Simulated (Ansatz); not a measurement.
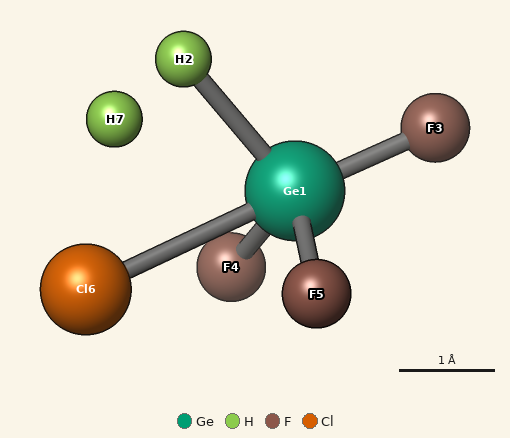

Figure 1. The starting structure (ball-and-stick view, seen at a tilt; atoms are numbered from 1 in the order of the input). Sticks mark near contacts. Bond lengths as drawn: Cl–Ge 2.52 Å, F–Ge 1.68 Å and Ge–H 1.90 Å.

# Geometry relaxation, with input and output: GeH$_{2}$ClF$_{3}$

System: GeH$_{2}$ClF$_{3}$.
Method: RKS B3LYP/def2-SVP (Ansatz 0.2.0).

The input holds or restrains some coordinates. It belongs to a series of runs on one base structure; here: pulled along the bonds that form and break, towards end B. Figures and captions count atoms from 1; the log counts them from 0 in places.

The program's output
```
The last accepted step is kept in [file] (removed where the run ends without a failure and the disk answers)
Engine: ansatz 0.2.0, aarch64-unknown-linux-gnu
Functional definition: B3LYP
  parameter a0 = 0.2
  parameter ax = 0.72
  parameter ac = 0.81
  exchange = (1 - a0 - ax)*slater_x + ax*b88_x + a0*exact_x
  correlation = (1 - ac)*vwn_rpa_c + ac*lyp_c
1040 factors; integrals over basis functions are off by at most 4.8e-4 eV
mean field evaluation 1: about -77201.6956 eV, gradient 5.9e1 eV
mean field evaluation 2: about -77184.8219 eV, gradient 1.1e2 eV
mean field evaluation 4: about -77207.4300 eV, gradient 6.1e0 eV
mean field evaluation 8: about -77207.5408 eV, gradient 8.3e-2 eV
mean field evaluation 16: about -77207.5408 eV, gradient 7.4e-5 eV
mean field -77207.54078822 eV, -2837.3247908161 hartree, gradient 7.4e-5 eV, S^2 0.000000; 0 other end points of the search recorded, 0 dependent functions left out
the calculation of the forces begins
reference -77207.54099477 eV, -2837.3247984068 hartree; 39, 39 occupied and 63, 63 virtual orbitals, 1040 factors
relax step   1: F+E_penalty+E_count = -77207.54078822 eV  Δ(F+E_penalty+E_count) = +0.000e0 eV  max|allowed force component| = 2.848e0 eV/Å  E_restraint = 22.19552800 eV  max|allowed force component, restraints' pulls added| = 2.607e1 eV/Å  Δτ_max = 0.0000 Å  (29 SCF iters, accepted)
  distance Ge 0 - Cl 5 = 2.5200 Å
  distance H 6 - H 1 = 0.9812 Å
  distance Ge 0 - H 1 = 1.9000 Å
  distance H 6 - Cl 5 = 1.8190 Å
these checks for a lower state are left out or cut short: starts, cluster_reference, orbital_swaps, neighbouring_geometries, increment
1040 factors; integrals over basis functions are off by at most 3.6e-4 eV
mean field -77207.42499497 eV, -2837.3205354930 hartree, gradient 2.0e-5 eV, S^2 0.000000; 0 other end points of the search recorded, 0 dependent functions left out
[... from here on the field's lines of each further geometry are left out, up to the last ...]
relax step   2: F+E_penalty+E_count = -77207.42499497 eV  Δ(F+E_penalty+E_count) = +1.158e-1 eV  max|allowed force component| = 3.020e0 eV/Å  E_restraint = 9.14734891 eV  max|allowed force component, restraints' pulls added| = 1.597e1 eV/Å  Δτ_max = 0.1949 Å  (40 SCF iters, accepted)
relax step   3: F+E_penalty+E_count = -77207.89956386 eV  Δ(F+E_penalty+E_count) = -4.746e-1 eV  max|allowed force component| = 3.922e0 eV/Å  E_restraint = 1.76975241 eV  max|allowed force component, restraints' pulls added| = 7.741e0 eV/Å  Δτ_max = 0.1946 Å  (37 SCF iters, accepted)
relax step   4: F+E_penalty+E_count = -77209.33438140 eV  Δ(F+E_penalty+E_count) = -1.435e0 eV  max|allowed force component| = 3.783e0 eV/Å  E_restraint = 0.02608699 eV  max|allowed force component, restraints' pulls added| = 3.228e0 eV/Å  Δτ_max = 0.1944 Å  (37 SCF iters, accepted)
relax step   5: F+E_penalty+E_count = -77209.99436102 eV  Δ(F+E_penalty+E_count) = -6.600e-1 eV  max|allowed force component| = 2.769e0 eV/Å  E_restraint = 0.03318409 eV  max|allowed force component, restraints' pulls added| = 1.449e0 eV/Å  Δτ_max = 0.1945 Å  (32 SCF iters, accepted)
relax step   6: F+E_penalty+E_count = -77210.37211404 eV  Δ(F+E_penalty+E_count) = -3.778e-1 eV  max|allowed force component| = 1.301e0 eV/Å  E_restraint = 0.07855078 eV  max|allowed force component, restraints' pulls added| = 1.164e0 eV/Å  Δτ_max = 0.1950 Å  (30 SCF iters, accepted)
relax step   7: F+E_penalty+E_count = -77210.65276116 eV  Δ(F+E_penalty+E_count) = -2.806e-1 eV  max|allowed force component| = 1.340e0 eV/Å  E_restraint = 0.08005232 eV  max|allowed force component, restraints' pulls added| = 1.207e0 eV/Å  Δτ_max = 0.2000 Å  (30 SCF iters, accepted)
relax step   8: F+E_penalty+E_count = -77210.86019433 eV  Δ(F+E_penalty+E_count) = -2.074e-1 eV  max|allowed force component| = 1.442e0 eV/Å  E_restraint = 0.07539641 eV  max|allowed force component, restraints' pulls added| = 8.973e-1 eV/Å  Δτ_max = 0.1949 Å  (30 SCF iters, accepted)
relax step   9: F+E_penalty+E_count = -77210.94252218 eV  Δ(F+E_penalty+E_count) = -8.233e-2 eV  max|allowed force component| = 1.732e0 eV/Å  E_restraint = 0.06380004 eV  max|allowed force component, restraints' pulls added| = 3.508e-1 eV/Å  Δτ_max = 0.1089 Å  (30 SCF iters, accepted)
the calculation of the forces begins
reference -77210.97493644 eV, -2837.4509934357 hartree; 39, 39 occupied and 63, 63 virtual orbitals, 1041 factors
relax step  10: F+E_penalty+E_count = -77210.97472578 eV  Δ(F+E_penalty+E_count) = -3.220e-2 eV  max|allowed force component| = 1.507e0 eV/Å  E_restraint = 0.07372668 eV  max|allowed force component, restraints' pulls added| = 4.222e-2 eV/Å  Δτ_max = 0.0763 Å  (29 SCF iters, accepted)
  distance Ge 0 - Cl 5 = 2.1835 Å
  distance H 6 - H 1 = 0.7169 Å
  distance Ge 0 - H 1 = 2.7655 Å
  distance H 6 - Cl 5 = 2.5805 Å
1041 factors; integrals over basis functions are off by at most 3.4e-4 eV
mean field evaluation 96: about -77210.9435 eV, gradient 2.7e0 eV
```

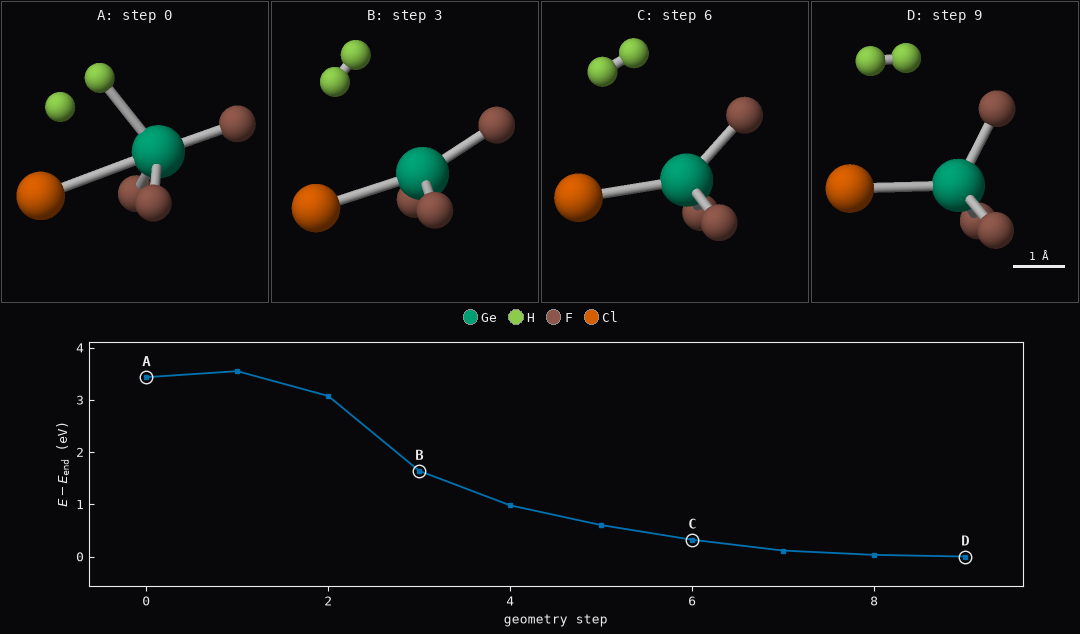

Figure 2. Frames of the restrained relaxation (ball-and-stick view, seen on its broad side) above the curves, on which the letters mark them (the first geometry is step 0 here and step 1 in the log).

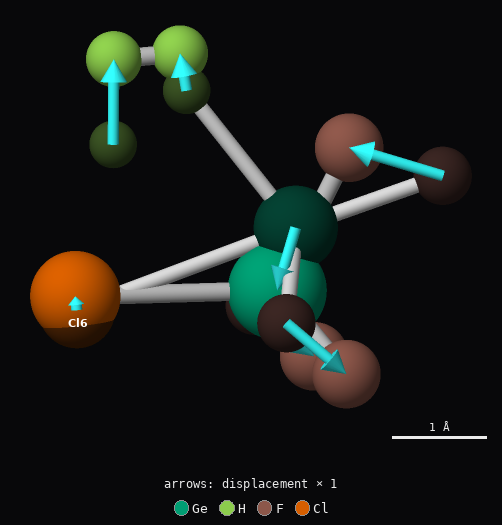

Figure 3. Start (faint) and end (solid) with the displacements as teal arrows, at true length (ball-and-stick view, seen on its broad side). The two geometries are laid on each other by the best rigid fit. After 9 geometry steps the energy has fallen by 3.434 eV. The largest force component goes from 2.8 to 1.5 eV/Å. The atom that moves furthest after the best rigid fit is F3 (1.06 Å). Largest moves by element: F 1.06 Å, H 0.92 Å, Ge 0.70 Å, Cl 0.15 Å. Among the contacts that change: Ge1–H2 1.900 → 2.765 Å, Ge1–Cl6 2.520 → 2.183 Å, H2–H7 0.981 → 0.717 Å, Ge1–F3 1.680 → 1.714 Å. New bonds form: H2–H7 (0.98 → 0.72 Å). Among the angles that change: F3–Ge1–Cl6 178.9° → 118.2°, F4–Ge1–Cl6 70.0° → 109.0°, F3–Ge1–F4 109.5° → 105.6°. (Atoms are counted from 1 in the order of the input.)

```
mean field -77210.97472578 eV, -2837.4509856940 hartree, gradient 1.8e-5 eV, S^2 0.000000; 1 other end points of the search recorded, 0 dependent functions left out
the calculation of the forces begins
reference -77210.97493644 eV, -2837.4509934357 hartree; 39, 39 occupied and 63, 63 virtual orbitals, 1041 factors
Total energy: -77210.97493644 eV, -2837.4509934357 hartree
Atom 0 at    -0.563420     0.000061    -0.402278 Å, force    -1.001627    -0.001079     0.245698 eV/Å
Atom 1 at     0.167447    -0.000892     2.264846 Å, force     1.507411    -0.003354    -0.464301 eV/Å
Atom 2 at     0.985624     0.000169     0.331351 Å, force     0.024977     0.000177    -0.015305 eV/Å
Atom 3 at    -0.604538     1.396115    -1.394680 Å, force    -0.006089    -0.020399    -0.006791 eV/Å
Atom 4 at    -0.604205    -1.396264    -1.394360 Å, force    -0.006342     0.021118    -0.006533 eV/Å
Atom 5 at    -2.318665    -0.000022     0.896477 Å, force     0.662441     0.000164    -0.863434 eV/Å
Atom 6 at    -0.432342     0.000832     2.657443 Å, force    -1.180771     0.003373     1.110666 eV/Å
Dipole moment:    -0.151569     0.000079     0.161563 e Å
```

Trajectory as extended XYZ (Å, eV, eV/Å), 10 frames, from step=1 to step=10
```
7
Properties=species:S:1:pos:R:3:forces:R:3 step=1 energy=-77207.54079
Ge    0.0000    0.0000    0.0000   -1.9297   0.0000   2.1285
H     0.0000    0.0000    1.9000    0.4049   0.0000  -0.9516
F     1.5842    0.0000   -0.5594    1.2616   0.0000  -0.1987
F    -0.7913    1.3709   -0.5594    1.0896   2.1214  -1.3054
F    -0.7913   -1.3709   -0.5594    1.0896  -2.1214  -1.3054
Cl   -2.3914    0.0000    0.7946   -0.8795   0.0000   2.8477
H    -0.9803    0.0000    1.9424   -1.0366   0.0000  -1.2149
7
Properties=species:S:1:pos:R:3:forces:R:3 step=2 energy=-77207.42499
Ge   -0.0736    0.0000   -0.1180   -1.9539   0.0000   1.7906
H    -0.0281    0.0000    2.0928    0.6340   0.0000   0.1188
F     1.5794    0.0000   -0.5570    0.0501   0.0000   0.3974
F    -0.7938    1.4137   -0.5911    0.9359   3.0203  -1.7976
F    -0.7938   -1.4137   -0.5911    0.9359  -3.0203  -1.7976
Cl   -2.4337    0.0000    0.6889   -0.5895   0.0000   1.4249
H    -0.8265    0.0000    2.0342   -0.0126   0.0000  -0.1366
7
Properties=species:S:1:pos:R:3:forces:R:3 step=3 energy=-77207.89956
Ge   -0.1969    0.0000   -0.2349   -0.8774   0.0000   1.6952
H    -0.0100    0.0000    2.2725    3.9222   0.0000   0.8038
F     1.5409    0.0000   -0.5277   -1.5191   0.0000   0.6639
F    -0.7841    1.4857   -0.6406    1.0028   3.3582  -1.9242
F    -0.7841   -1.4857   -0.6406    1.0028  -3.3582  -1.9242
Cl   -2.4485    0.0000    0.5598   -0.1651   0.0000   1.1300
H    -0.6875    0.0000    2.1704   -3.3662   0.0000  -0.4445
7
Properties=species:S:1:pos:R:3:forces:R:3 step=4 energy=-77209.33438
Ge   -0.3601    0.0000   -0.2665   -0.8505   0.0000   0.1131
H     0.0629    0.0000    2.4373    3.7829   0.0000   0.9324
F     1.4050    0.0000   -0.4411   -1.5823   0.0000   0.7846
F    -0.7096    1.5859   -0.7896    0.8323   0.7538  -0.8670
F    -0.7096   -1.5859   -0.7896    0.8323  -0.7538  -0.8670
Cl   -2.4599    0.0000    0.5325    0.4521   0.0000   0.6595
H    -0.5989    0.0000    2.2759   -3.4668   0.0000  -0.7557
7
Properties=species:S:1:pos:R:3:forces:R:3 step=5 energy=-77209.99436
Ge   -0.4695    0.0000   -0.2812   -0.2985   0.0000  -0.4333
H     0.1280    0.0000    2.4278    2.7692   0.0000   0.4830
F     1.2896    0.0000   -0.2845   -1.0944   0.0000   0.7936
F    -0.6319    1.6081   -0.9080    0.1711  -0.3525  -0.3358
F    -0.6319   -1.6081   -0.9080    0.1711   0.3525  -0.3358
Cl   -2.4941    0.0000    0.6088    0.7836   0.0000   0.1496
H    -0.5604    0.0000    2.3040   -2.5021   0.0000  -0.3214
7
Properties=species:S:1:pos:R:3:forces:R:3 step=6 energy=-77210.37211
Ge   -0.5132    0.0000   -0.3226   -0.1145   0.0000  -0.0189
H     0.1798    0.0000    2.3480    1.3008   0.0000   0.0472
F     1.2276    0.0000   -0.0996   -1.0981   0.0000   0.5416
F    -0.6173    1.5918   -1.0084    0.0211  -0.6007  -0.2901
F    -0.6173   -1.5918   -1.0084    0.0211   0.6007  -0.2901
Cl   -2.4793    0.0000    0.6782    0.8855   0.0000  -0.1626
H    -0.5502    0.0000    2.3716   -1.0159   0.0000   0.1729
7
Properties=species:S:1:pos:R:3:forces:R:3 step=7 energy=-77210.65276
Ge   -0.5266    0.0000   -0.2960   -0.3604   0.0000  -0.7904
H     0.1874    0.0000    2.3701    1.3400   0.0000  -0.0215
F     1.1852    0.0000    0.0131   -0.7822   0.0000   0.6674
F    -0.6144    1.4887   -1.1797   -0.0748  -0.4915   0.0650
F    -0.6144   -1.4887   -1.1797   -0.0748   0.4915   0.0650
Cl   -2.4522    0.0000    0.7662    0.9840   0.0000  -0.2837
H    -0.5351    0.0000    2.4648   -1.0318   0.0000   0.2983
7
Properties=species:S:1:pos:R:3:forces:R:3 step=8 energy=-77210.86019
Ge   -0.5518    0.0000   -0.3455   -0.2445   0.0000   0.1124
H     0.2104    0.0000    2.3109    1.4422   0.0000  -0.1462
F     1.1069    0.0000    0.1915   -0.8973   0.0000   0.1330
F    -0.6154    1.4595   -1.2544   -0.0146  -0.2622  -0.0862
F    -0.6154   -1.4595   -1.2544   -0.0146   0.2622  -0.0862
Cl   -2.4184    0.0000    0.8044    0.9001   0.0000  -0.4895
H    -0.4864    0.0000    2.5063   -1.1713   0.0000   0.5627
7
Properties=species:S:1:pos:R:3:forces:R:3 step=9 energy=-77210.94252
Ge   -0.5592    0.0000   -0.3805   -0.6966   0.0010   0.2224
H     0.1872   -0.0039    2.2791    1.7319  -0.0162  -0.4316
F     1.0365    0.0005    0.2746   -0.3508  -0.0011   0.0364
F    -0.6089    1.4297   -1.3303   -0.0122  -0.1719  -0.0517
F    -0.6079   -1.4297   -1.3304   -0.0127   0.1721  -0.0509
Cl   -2.3621   -0.0002    0.8564    0.7708  -0.0002  -0.7003
H    -0.4557    0.0036    2.5900   -1.4303   0.0163   0.9758
7
Properties=species:S:1:pos:R:3:forces:R:3 step=10 energy=-77210.97473
Ge   -0.5634    0.0001   -0.4023   -1.0016  -0.0011   0.2457
H     0.1674   -0.0009    2.2648    1.5074  -0.0034  -0.4643
F     0.9856    0.0002    0.3314    0.0250   0.0002  -0.0153
F    -0.6045    1.3961   -1.3947   -0.0061  -0.0204  -0.0068
F    -0.6042   -1.3963   -1.3944   -0.0063   0.0211  -0.0065
Cl   -2.3187    0.0000    0.8965    0.6624   0.0002  -0.8634
H    -0.4323    0.0008    2.6574   -1.1808   0.0034   1.1107
```

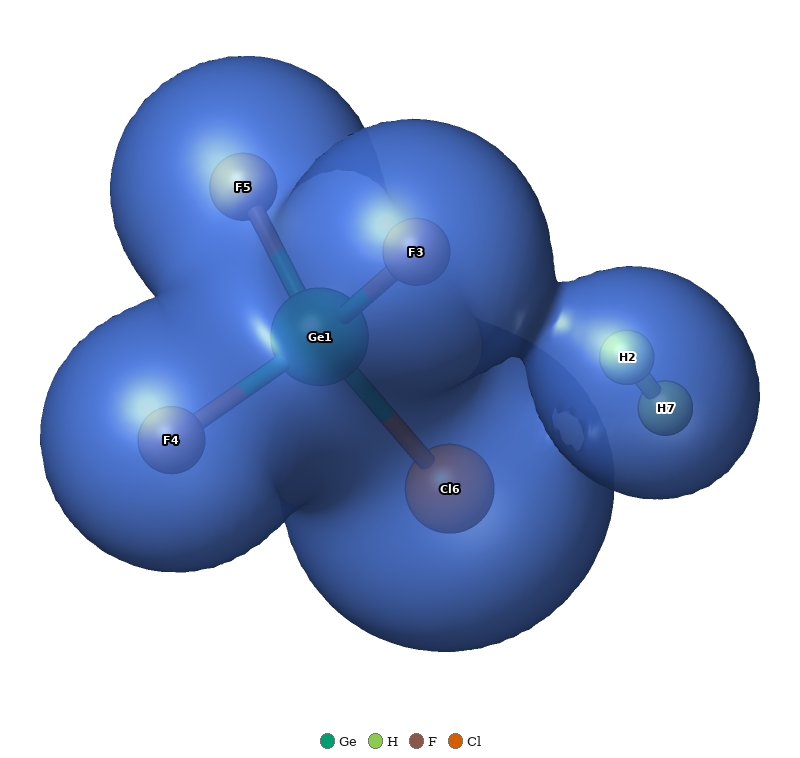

Figure 4. Isosurface of the total electron density at 0.1 e/Å³ (blue), seen at an oblique angle. At this value the surface is in one piece. It is pinched off along the Ge···H (2.77 Å) contacts. On the grid the lowest density along these lines, outside the cores, is 0.08 e/Å³ (Ge···H, 2.77 Å), 0.96 e/Å³ (Ge–F, 1.71 Å), 0.66 e/Å³ (Ge–Cl, 2.18 Å) and 1.9 e/Å³ (H–H, 0.72 Å).

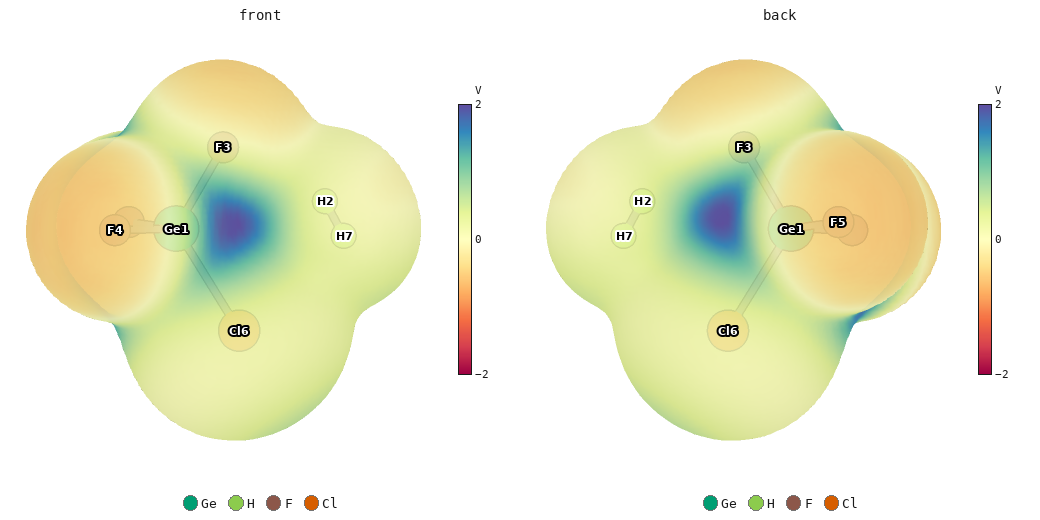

Figure 5. The molecular electrostatic potential painted on the density surface at 0.001 e/bohr³, seen face on and from behind; red is negative and blue positive.

The run was set up as follows.

Input file
```yaml
crystal:
  periodic: [false, false, false]
  atoms:
    - { symbol: Ge, position_ang: [0.0, 0.0, 0.0] }
    - { symbol: H, position_ang: [0.0, 0.0, 1.9] }
    - { symbol: F, position_ang: [1.5842, 0.0, -0.5594] }
    - { symbol: F, position_ang: [-0.7913, 1.3709, -0.5594] }
    - { symbol: F, position_ang: [-0.7913, -1.3709, -0.5594] }
    - { symbol: Cl, position_ang: [-2.3914, 0.0, 0.7946] }
    - { symbol: H, position_ang: [-0.9803, 0.0, 1.9424] }
basis:
  gaussian: { orbitals: def2-SVP }
hamiltonian:
  xc: b3lyp
relax:
  f_tol: 0.15
  max_steps: 25
  restrain:
    - { distance: [0, 5], at: 2.22, k: 30.0 }
    - { distance: [6, 1], at: 0.66, k: 30.0 }
    - { distance: [0, 1], at: 2.75, k: 30.0 }
    - { distance: [6, 5], at: 2.57, k: 30.0 }
output:
  orbitals: {}
```

Run as:
```bash
ansatz run input.yaml --threads 2 --pin off --max-ram 3072MiB --backend cpu --events-out ev --progress --plain --runs-dir out
```

Summary

| quantity | value |
| --- | --- |
| outcome | converged under the restraints of the input |
| total energy | −77210.9749 eV |
| mean-field energy | −77210.9749 eV |
| largest force (length of the vector) at the end, held atoms and coordinates included | 1.621 eV/Å |
| hardware | 2 threads of Arm Neoverse V2, 24 GiB of memory available, shared host |
| wall time | 25 s (CPU time 48 s) |
| peak memory | 0.24 GiB |
